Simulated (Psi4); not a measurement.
# BSiN2H5 (SMILES N[SiH]1BN1): MP2/6-311+G(d,p) (density fitting, density fitting for correlation, sweep point 7)

Aim: the vertical singlet–triplet gap of BSiN2H5 at MP2/6-311+G** (density fitting, density fitting for correlation, sweep point 7), from 2 runs. 

The results are computed with Psi4 1.11.

### 1 The structure to begin with

BSiN2H5: 9 atoms, total charge 0, spin state singlet. As SMILES, `N[SiH]1BN1`. The coordinates come from a PBE0-D4/def2-TZVP relaxation. This is one conformer, not always the lowest.

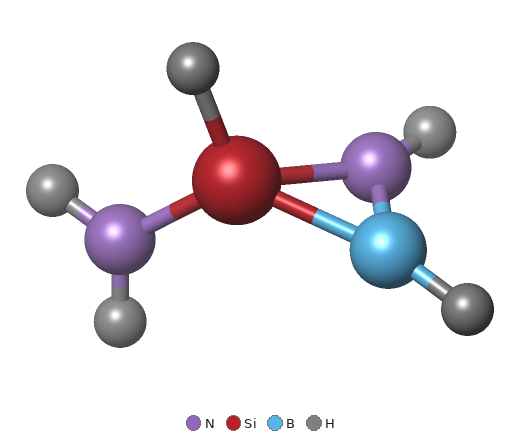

Viewed from a chosen angle; nitrogen purple, silicon red, boron blue, hydrogen grey.

### 2 A single-point energy at MP2/6-311+G(d,p) (density fitting, density fitting for correlation, sweep point 7)

Input file job.inp:

```
memory 1600 MB

molecule system {
  0 1
  N     -0.637800     1.588100     0.218200
  Si     0.258900     0.175500     0.530500
  B     -0.233900    -1.625800     0.110200
  N      0.650500    -0.971600    -0.738400
  H     -0.221300     2.503300     0.212900
  H     -1.561800     1.577300    -0.177300
  H      1.441200     0.620900     1.305200
  H     -0.741300    -2.702400     0.114400
  H      1.134000    -1.211600    -1.592900
  symmetry c1
}

set {
  puream true
  scf_type df
  num_frozen_docc 8
}

e, wfn = energy('mp2/6-311+G**', return_wfn=True)
```

Started as:

```
$ psi4 job.inp job.out -n 1
```

job.out:

```text
[...]
  Running in c1 symmetry.
[...]
  Nuclear repulsion =  149.962674332369971
[...]
  Multiplicity = 1
[...]
  Nalpha       = 19
  Nbeta        = 19
[...]
    Number of basis functions: 126
[...]
   @DF-RHF iter   1:  -425.30848056753121   -6.24544e-01   5.17651e-03 DIIS/ADIIS
[...]
   @DF-RHF iter  12:  -425.49823116343833   -7.33280e-12   3.94359e-09 DIIS
[...]
    Orbital Energies [Eh]
    ---------------------
    Doubly Occupied:
       1A    -68.785855     2A    -15.544005     3A    -15.539100
       4A     -7.594583     5A     -6.128760     6A     -4.237174
       7A     -4.235968     8A     -4.235618     9A     -1.158874
      10A     -1.133606    11A     -0.764261    12A     -0.678406
      13A     -0.660586    14A     -0.600092    15A     -0.533820
      16A     -0.489375    17A     -0.429258    18A     -0.418142
      19A     -0.343958
[...]
  @DF-RHF Final Energy:  -425.49823116343833
   => Energetics <=
    Nuclear Repulsion Energy =            149.9626743323699714
    One-Electron Energy =                -883.8989298112643382
    Two-Electron Energy =                 308.4380243154560617
    Total Energy =                       -425.4982311634383336
[...]
 Multipole Moments:
 ------------------------------------------------------------------------------------
     Multipole            Electronic (a.u.)      Nuclear  (a.u.)        Total (a.u.)
 ------------------------------------------------------------------------------------
 L = 1.  Multiply by 2.5417464519 to convert [e a0] to [Debye]
 Dipole X            :          0.0179239            0.0213621            0.0392860
 Dipole Y            :         -1.9912889            2.4761916            0.4849027
 Dipole Z            :          0.1943800           -0.6704448           -0.4760648
 Magnitude           :                                                    0.6806700
[...]
```

Wall time 5.7 s (1 thread of Intel Xeon Platinum 8488C (Sapphire Rapids), shared host); peak memory 0.27 GiB.

### 3 The triplet at the same level

Input file calc.inp:

```
memory 1.6 GB

molecule m {
  0 3
  N     -0.637800     1.588100     0.218200
  Si     0.258900     0.175500     0.530500
  B     -0.233900    -1.625800     0.110200
  N      0.650500    -0.971600    -0.738400
  H     -0.221300     2.503300     0.212900
  H     -1.561800     1.577300    -0.177300
  H      1.441200     0.620900     1.305200
  H     -0.741300    -2.702400     0.114400
  H      1.134000    -1.211600    -1.592900
  symmetry c1
}

set globals {
  reference uhf
  puream true
  scf_type df
  num_frozen_docc 8
  maxiter 100
}

energy_value, wavefunction = energy('mp2/6-311+G**', return_wfn=True)
```

Started as:

```
$ psi4 -i calc.inp -o calc.out -n 1
```

calc.out:

```text
[...]
  Running in c1 symmetry.
[...]
  Nuclear repulsion =  149.962674332369971
[...]
  Multiplicity = 3
[...]
  Nalpha       = 20
  Nbeta        = 18
[...]
    Number of basis functions: 126
[...]
   @DF-UHF iter   1:  -425.13234706646153   -4.48410e-01   5.29451e-03 DIIS/ADIIS
[...]
   @DF-UHF iter  19:  -425.35031679081192   -5.85487e-12   6.05501e-09 DIIS
[...]
   @S^2 Observed:                2.012790126E+00
[...]
    Orbital Energies [Eh]
    ---------------------
    Alpha Occupied:
       1A    -68.853487     2A    -15.568533     3A    -15.534896
       4A     -7.601446     5A     -6.193252     6A     -4.306372
       7A     -4.299113     8A     -4.298501     9A     -1.184169
      10A     -1.159042    11A     -0.806779    12A     -0.704607
      13A     -0.687489    14A     -0.614954    15A     -0.569579
      16A     -0.510367    17A     -0.468823    18A     -0.464423
      19A     -0.418178    20A     -0.184586
    Alpha Virtual:
      21A      0.050618    22A      0.063736    23A      0.073505
      24A      0.077328    25A      0.094865    26A      0.099238
[...]
  @DF-UHF Final Energy:  -425.35031679081192
   => Energetics <=
    Nuclear Repulsion Energy =            149.9626743323699714
    One-Electron Energy =                -882.7740853239861281
    Two-Electron Energy =                 307.4610942008042684
    Total Energy =                       -425.3503167908119167
  UHF NO Occupations:
  HONO-2 :   18  A 1.9972171
  HONO-1 :   19  A 1.0000000
  HONO-0 :   20  A 1.0000000
  LUNO+0 :   21  A 0.0027829
  LUNO+1 :   22  A 0.0019658
[...]
 Multipole Moments:
 ------------------------------------------------------------------------------------
     Multipole            Electronic (a.u.)      Nuclear  (a.u.)        Total (a.u.)
 ------------------------------------------------------------------------------------
 L = 1.  Multiply by 2.5417464519 to convert [e a0] to [Debye]
 Dipole X            :          0.0813854            0.0213621            0.1027476
 Dipole Y            :         -1.2164176            2.4761916            1.2597740
 Dipole Z            :          0.4553380           -0.6704448           -0.2151067
 Magnitude           :                                                    1.2821304
[...]
```

Wall time 7.5 s (1 thread of Intel Xeon Platinum 8488C (Sapphire Rapids), shared host); peak memory 0.28 GiB.

### 4 Summary of results

At MP2/6-311+G** (density fitting, density fitting for correlation, sweep point 7), 8 core orbitals frozen:

| quantity | value |
| --- | --- |
| singlet: total energy | -426.04513 Eh |
| singlet: HOMO energy (Hartree–Fock orbitals) | -9.36 eV |
| singlet: LUMO energy (Hartree–Fock orbitals) | 1.56 eV |
| singlet: HOMO–LUMO gap (Hartree–Fock orbitals) | 10.92 eV |
| singlet: correlation energy (8 core orbitals frozen) | -546.9 mEh |
| triplet: total energy | -425.88169 Eh |
| triplet: HOMO energy (Hartree–Fock orbitals) (highest over α and β) | -5.02 eV |
| triplet: LUMO energy (Hartree–Fock orbitals) (lowest over α and β) | -0.41 eV |
| triplet: correlation energy (8 core orbitals frozen) | -531.4 mEh |
| triplet: ⟨S²⟩ of the reference determinant | 2.013 |
| vertical energy of the triplet above the singlet | 4.447 eV |

At this shape the triplet lies 4.45 eV (429 kJ/mol) above the singlet.
